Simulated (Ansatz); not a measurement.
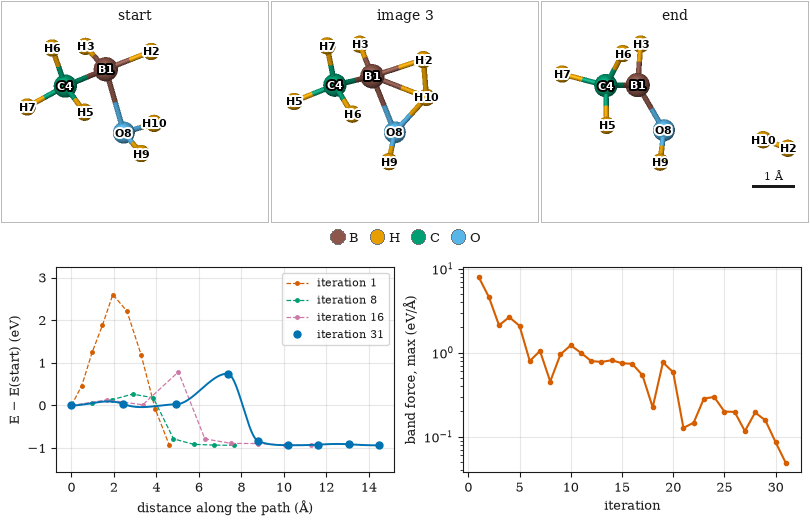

NEB run on CH$_{7}$BO. Images are numbered from 0 (start) to 8 (end). The plot follows the band through its iterations. The picture is a ball-and-stick view, seen from a free direction.

These are results of RKS PBE-D4/6-31G* (Ansatz 0.2.0), not measurements. Set-up: 7 movable images; climbing image; force threshold 0.05 eV/Å; iteration limit 60; starting path through a guess of the saddle point.

**Judge this run.**

The run is converged, with reservations. The band converged in 31 iterations. The largest component of the band force went from 8 to 0.048 eV/Å. The climbing image converged on the top of the path. Its vibrational analysis gives one imaginary mode (1175i cm⁻¹), as a transition state must have. The first iteration put the highest image at 2.60 eV. Forward barrier 0.75 eV, backward barrier 1.68 eV, with image 3 at the top; the reaction energy is −0.93 eV.
